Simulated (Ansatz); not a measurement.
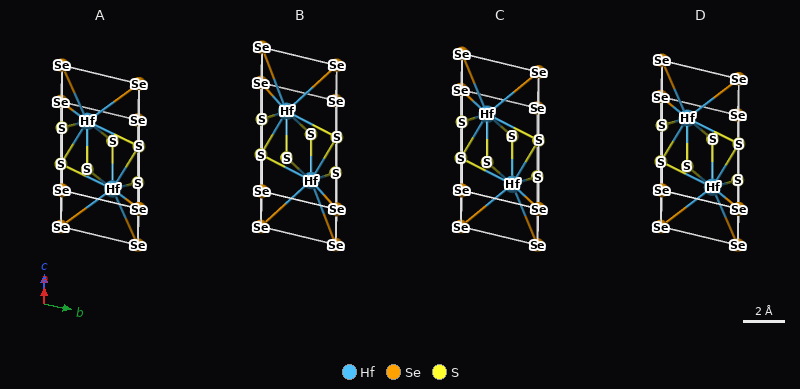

4 geometries from one relaxation of a crystal of Hf2SeS3 (a generated structure, set up in P-3m1) (coarse preliminary run), in shuffled order. The picture is a ball-and-stick view of the cell of the calculation, seen from a free direction.

All numbers below come from Ansatz 0.2.0, DFT PBE, scalar-relativistic, plane waves, PAW. Settings: plane-wave cutoff 420 eV; k-point mesh 6 × 6 × 2; occupations gaussian; smearing width 0.1 eV; no spin polarisation; cell and atoms relaxed; force threshold 0.04 eV/Å; at most 70 steps.

### Order the frames from highest to lowest energy.

B, C, D, A. They are steps 0, 1, 2, 6, at +209 meV per atom, +66.4 meV per atom, +12.4 meV per atom relative to the last. The largest moves relative to the cell, 0.30 Å, are those of S atoms. Largest moves by element: S 0.30 Å, Hf 0.13 Å. Se stays in place. The drawn cell changes as follows: a = b 4.338 → 4.463 Å (+2.9 %), c 7.855 → 6.821 Å (−13.2 %); the volume changes by −8.1 %. Near-neighbour distances that change, for instance: Hf–Se 3.556 → 3.303 Å, Hf–S 2.524 → 2.614 Å, Hf–S 2.520 → 2.578 Å, Hf–S 2.871 → 2.906 Å. Bond angles that change, for instance: Hf–Se–Hf 104.8° → 95.0°, Hf–Se–Hf 75.2° → 85.0°, Hf–S–Hf 96.4° → 91.7°. The space group stays P-3m1 (No. 164). After 5 accepted moves (6 points after the start) the energy has fallen by 209 meV per atom. The largest force component goes from 1.7 to 0.0037 eV/Å. The pressure goes from 3.09 to −0.01 GPa. The SCF was repeated once at an unchanged geometry on a basis and grid sized afresh for the cell, which shifted the energy by 0.1 meV per atom at most.

Limits of the set-up: the k-point mesh is coarse for a cell with partly filled bands.
